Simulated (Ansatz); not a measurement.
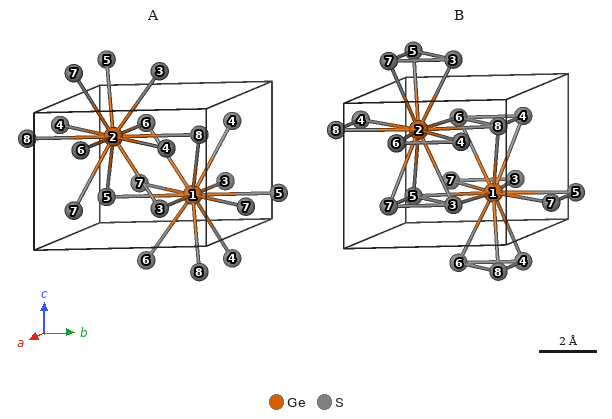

Two geometries of crystalline GeS₃ (built on the Ni3Sn (D0_19)_194 type) (coarse preliminary run), drawn at one scale. One is the start of a relaxation, the other its converged end. The picture is a ball-and-stick view of the cell of the calculation, seen slightly off an axis.

These are results of Ansatz, DFT r2SCAN, scalar-relativistic, plane waves, PAW, not measurements. Set-up: plane-wave cutoff 500 eV; k-point mesh 3 × 3 × 4; occupations gaussian; smearing width 0.1 eV; no spin polarisation; cell and atoms relaxed; force threshold 0.04 eV/Å; at most 70 steps.

> Which of the two is the end point?

Structure B is the relaxed one. Case: Ni3Sn (D0_19) type (P6_3/mmc, No. 194). The largest moves relative to the cell, 0.34 Å, are those of S3, S4, S5, S6, S7 and S8. S6 goes along [1 2 0]. Ge stays in place. Cell: a = b 6.180 → 5.828 Å (−5.7 %), c 4.960 → 5.246 Å (+5.8 %). Volume −5.9 %. Among the contacts that change: S3–S5 3.084 → 2.320 Å, Ge1–S3 3.090 → 2.934 Å, Ge1–S4 3.053 → 2.945 Å. The space group stays P6_3/mmc (No. 194). Over 6 accepted moves (8 points after the start) the energy falls by 241 meV per atom. Largest force component: 0.57 eV/Å at the start, 0.013 eV/Å at the end. Pressure: −8.71 GPa at the start and −0.01 GPa at the end. The line search rejected the trial step at point 3 of the run. At 1 point the geometry stayed and the basis and grid were re-selected for the new cell (energy shift of 0.1 meV per atom at most each time).
